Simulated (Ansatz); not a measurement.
Pd, pressure series

Take Pd in the fcc (Cu type) structure (space group Fm-3m, No. 225) as the base.

```
Pd
1.0
    0.00000     1.93787     1.93787
    1.93787     0.00000     1.93787
    1.93787     1.93787     0.00000
Pd
1
Cartesian
  0.00000   0.00000   0.00000
```

Cell and atoms are relaxed at each pressure.

The values are results of PBEsol (Ansatz, an electronic-structure program; PAW; 420 eV plane waves; spin-orbit coupling left out), not measurements.

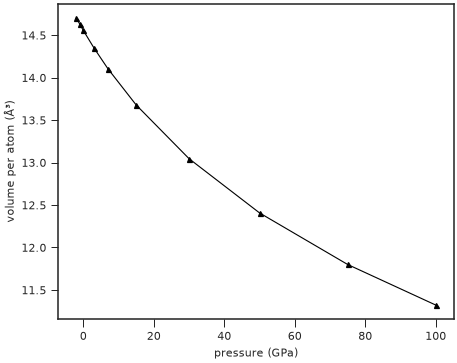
Figure: Volume per atom against pressure

Problem. From the plot, what is the volume per atom for pressure 100 GPa?

Solution. About 11.3 Å³.

Problem. Is the trend monotonic over the range shown?

Solution. Yes, it falls throughout, spanning 11.32 Å³ to 14.70 Å³.

Load acts through the strain it causes; cell and atoms are relaxed under it. Whether these cells are dynamically stable was not tested. No other phases were tried under pressure. All final runs are without spin polarisation.
